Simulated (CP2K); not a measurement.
Band structure of Ca (Fm-3m, 1 atom in the cell).

```yaml
crystal:
  lattice:
    - [3.94566, 0.00000, 0.00000]
    - [1.97283, 3.41704, 0.00000]
    - [1.97283, 1.13901, 3.22161]
  atoms:
    - { symbol: Ca, position: [0.00000, 0.00000, 0.00000] }
```

Method: PBE, GPW, TZVP-MOLOPT-SR-GTH basis, GTH-PBE potentials (GTH_POTENTIALS) run with CP2K 2026.2.

Settings: CUTOFF = 500 Ry; REL_CUTOFF = 50 Ry; SMEAR/METHOD = GAUSSIAN; SIGMA = 0.2 eV; KPOINTS/SCHEME = MONKHORST-PACK 8 8 8; GAMMA_CENTERED = T; XC_FUNCTIONAL = PBE; Ca/BASIS_SET = TZVP-MOLOPT-SR-GTH-q10; Ca/POTENTIAL = GTH-PBE-q10; METHOD = GPW; EPS_DEFAULT = 1e-11; EXTRAPOLATION = USE_GUESS; NGRIDS = 5; SCF_GUESS = ATOMIC.

The starting cell has typed, rounded lattice constants, without a prior relaxation at this level. Values carry the incompleteness of an atom-centred basis.

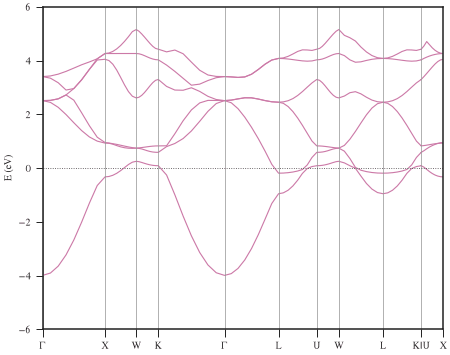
Figure: Bands along the path, energies from the Fermi level.

Levels in eV from the Fermi level, bands 2 to 7:
| point | 2 | 3 | 4 | 5 | 6 | 7 |
|---|---|---|---|---|---|---|
| Γ | -23.32 | -23.32 | -23.32 | -3.99 | 2.51 | 2.51 |
| X | -23.44 | -23.37 | -23.37 | -0.33 | 0.93 | 0.95 |
| W | -23.40 | -23.40 | -23.37 | 0.25 | 0.74 | 0.74 |
| K | -23.42 | -23.39 | -23.36 | 0.09 | 0.59 | 0.83 |
| L | -23.44 | -23.34 | -23.34 | -0.95 | -0.19 | 2.45 |
| U | -23.42 | -23.39 | -23.36 | 0.09 | 0.59 | 0.83 |

Bands cross the Fermi level along this path, so the cell is metallic at this level.

Higher empty bands are left out: an atom-centred basis made for the valence describes them poorly.
